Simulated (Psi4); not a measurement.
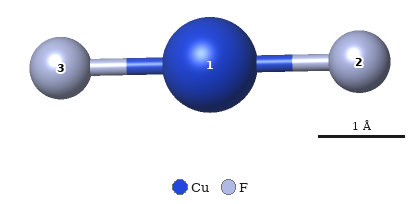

**Figure 1.** The structure as given in the input (ball-and-stick view, seen at a tilt; atoms are numbered from 1 in the order of the input). Sticks mark near contacts. Bond lengths as drawn: Cu–F 1.76 Å.

**Frequency calculation of CuF₂ (charge −1)**

The run: frequency calculation of CuF₂, charge −1, SMILES [F][Cu-][F]. Method and program: HCTH/120/3-21G, RKS (Psi4 1.11).

The run did not end well. The geometry comes from this level: GFN2-xTB, straightened.

Input file (cuf2.py)
```python
import psi4

psi4.set_memory('1600 MB')
psi4.set_num_threads(1)
psi4.set_output_file('cuf2.out', False)

m = psi4.geometry("""
-1 1
Cu     0.000000     0.000000     0.000108
F      0.000000     0.000000    -1.761868
F      0.000000     0.000000     1.761760
""")

psi4.set_options(dict(basis='3-21G', reference='rks', scf_type='mem_df', basis_guess='3-21G', rotational_symmetry_number=2))

energy_value, wavefunction = psi4.frequency('hcth120', molecule=m, return_wfn=True)
print('E =', round(energy_value, 9))
print('wavenumbers / cm^-1:', wavefunction.frequencies().np.round(1))
```

Machine: 1 thread of Intel Xeon @ 2.50GHz (Skylake/Cascade Lake), 16 GiB of memory available, shared host.

Run as:
```bash
python cuf2.py
```

The program's output
```
Psi4 1.11 release

         ----------------------------------------------------------
                                   FINDIF
         ----------------------------------------------------------

  Using finite-differences of gradients to determine vibrational frequencies and
  normal modes. Resulting frequencies are only valid at stationary points.
    Generating geometries for use with 3-point formula.
    Displacement size will be 5.00e-03.
    Number of atoms is 3.
    Number of irreps is 4.
    Number of SALCs is 6.
    Translations projected? 1. Rotations projected? 0.
    Index of SALCs per irrep:
      1 :  0  1
      2 :
      3 :  2  3
      4 :  4  5
    Number of SALCs per irrep:
      Irrep 1: 2
      Irrep 2: 0
      Irrep 3: 2
      Irrep 4: 2
    Number of geometries (including reference) is 9.
    Number of displacements per irrep:
      Irrep 1: 4
      Irrep 2: 0
      Irrep 3: 2
      Irrep 4: 2
 9 displacements needed ...

  //>>>>>>>>>>>>>>>>>>>>>>>>>>>>>>>>>>>//
  //    FiniteDifference Computations  //
  //<<<<<<<<<<<<<<<<<<<<<<<<<<<<<<<<<<<//
```

Outcome

| quantity | value |
| --- | --- |
| outcome | not converged |
| wall time | 14 s |
| peak memory | 0.29 GiB |

Diagnosis

Settings chosen away from the usual ones: basis_guess set to 3-21G. The run did not converge: “psi4.driver.p4util.exceptions.SCFConvergenceError: Could not converge SCF iterations in 100 iterations.” Its last values are not results. The record of the run, not the program, notes: frequencies away from a stationary point.
